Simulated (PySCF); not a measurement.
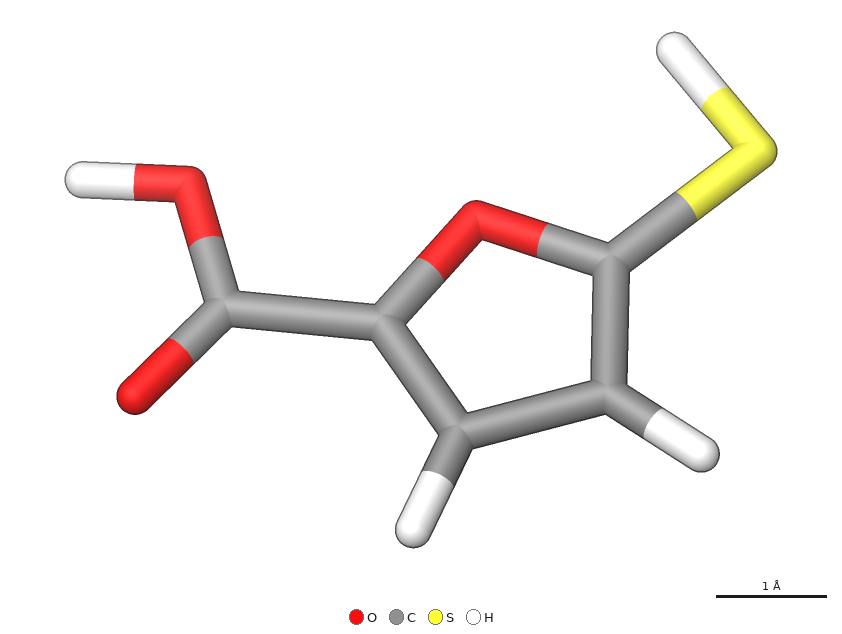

The geometry was computed by an optimisation with GFN2-xTB. No frequency run is at hand to confirm it as a minimum.

Description:

It has 13 atoms: 5 carbon, 4 hydrogen, 3 oxygen and 1 sulfur (C5H4O3S). Its SMILES string is `O=C(O)c1ccc(S)o1`. Independent rings (smallest set): 1 of 5 members, 1 of them aromatic. Among its groups: carboxylic acid, thiol. This geometry has Cs symmetry. All atoms lie on one plane. Coordination: 5 C trigonal planar; 2 O bent; 1 S bent.

More results for the same structure follow; atom numbers are the same in all pictures, views and colours differ.

**Shape**

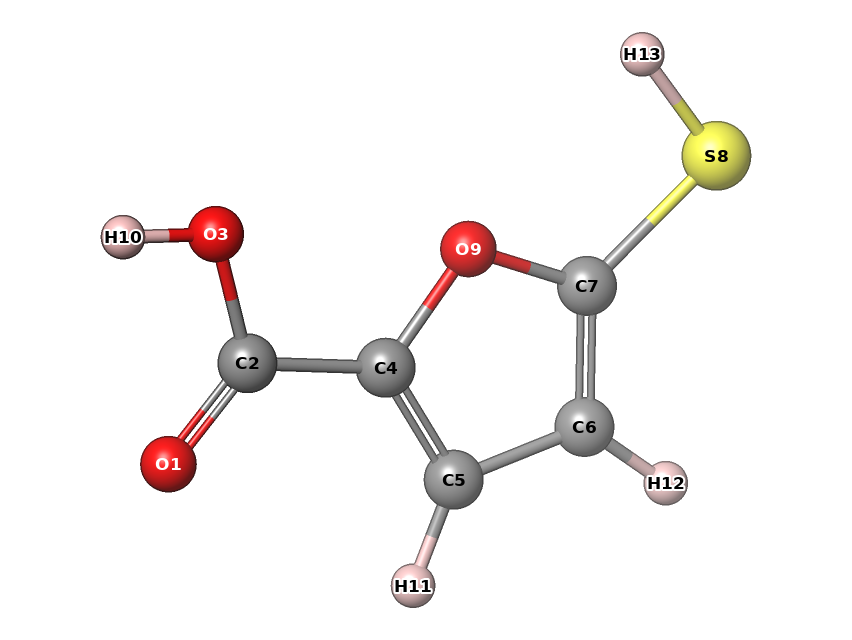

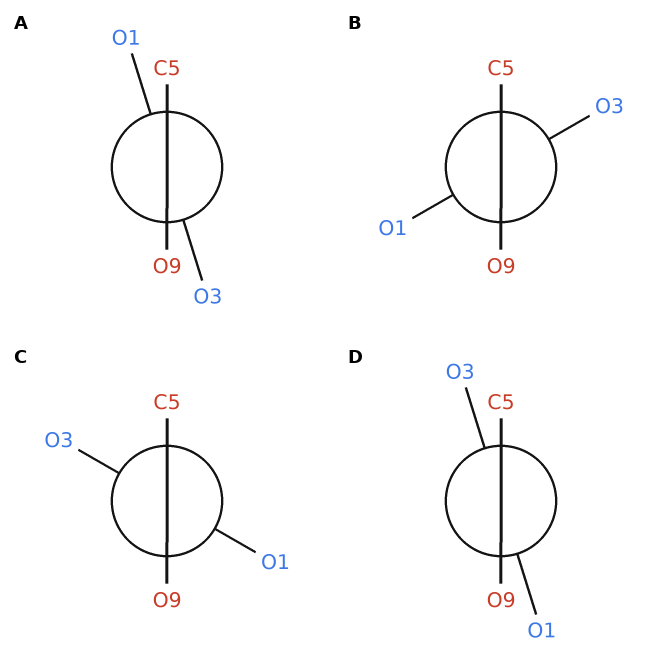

Distant atoms are faded towards the background colour. Bonds that would overlap in a projection are set slightly apart. No frequency run is at hand to confirm it as a minimum.

Question: Which Newman projection shows the view along C4–C2, with C4 in front?

Answer: A. The torsion angle O9–C4–C2–O3 is 0°, synperiplanar (eclipsed).

**Dipole moment**

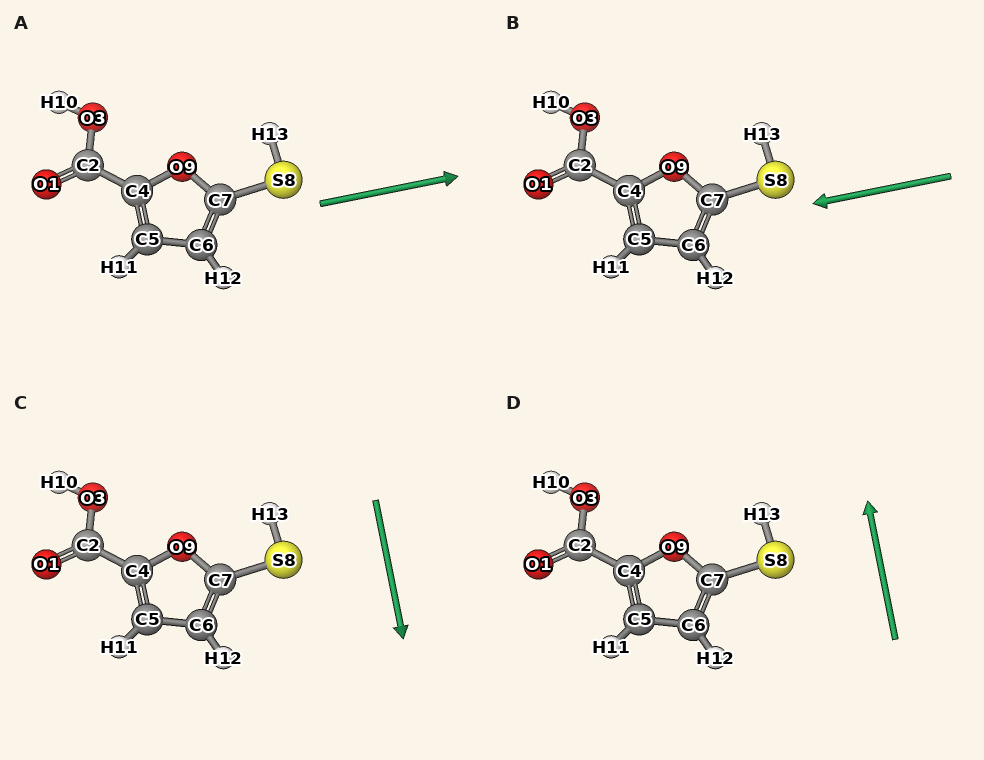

The same molecule four times, each with an arrow. No frequency run is at hand to confirm it as a minimum. Level of theory: CAM-B3LYP/def2-SVPD, gas phase (PySCF 2.14.0).

Question: Which arrow points along the dipole moment, from the negative to the positive end?

Answer: A. The dipole moment is 1.94 D; it points from the side of O1 to the side of S8, H13 (the outermost atoms at the two ends).

**Excitation**

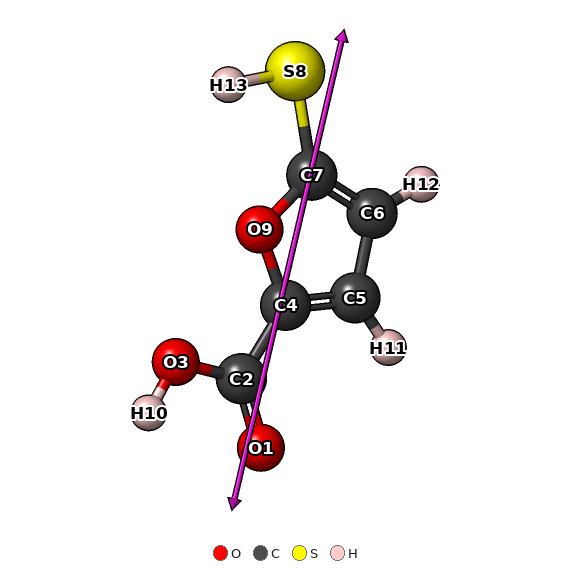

The double arrow shows the direction of the transition dipole to excited singlet state 1 (its length means nothing). No frequency run is at hand to confirm it as a minimum. Properties computed with TDDFT CAM-B3LYP/def2-SVPD, vertical, gas phase, core orbitals frozen in the response (PySCF 2.14.0).

Question: How is the transition polarised?

Answer: In the molecular plane, nearly parallel to the C5–C6 bond.

Question: Give its energy, strength and character.

Answer: 4.71 eV (263 nm), oscillator strength 0.45, mainly HOMO → LUMO (weight 0.97); transition dipole 5.01 D.

**Polarisability**

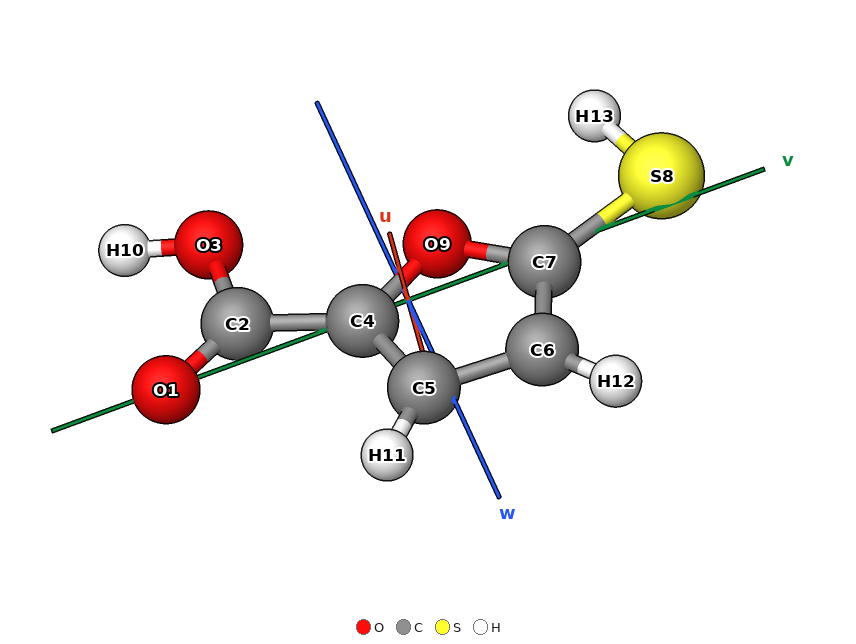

The lines u, v and w are the principal axes of the static dipole polarisability. No frequency run is at hand to confirm it as a minimum. Method: CAM-B3LYP/def2-SVPD (PySCF 2.14.0).

Question: Along which axis is the molecule most polarisable, and along which least?

Answer: Most along v (in the molecular plane, nearly parallel to the C5–C6 bond), least along u (normal to the molecular plane).

Question: Give the three principal values.

Answer: u 55.6, v 135.1, w 90.6 bohr³; mean 93.8, anisotropy 69.0 bohr³.
